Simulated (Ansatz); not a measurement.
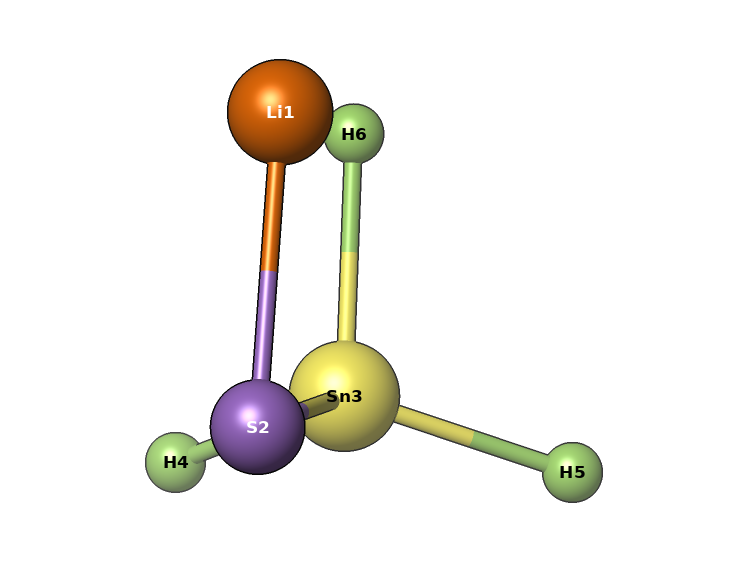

Sn3 lies behind S2. The molecule seen a little off the S2–Sn3 bond, S2 in front. Distant atoms are faded towards the background colour. The computed structure is the end point of a PBE0-D4/def2-TZVP optimisation. No frequency run is at hand to confirm it as a minimum.

Question: What is the torsion angle Li1–S2–Sn3–H4? The sign is positive where the front bond must turn clockwise to cover the back bond.

Answer: −112°, anticlinal.
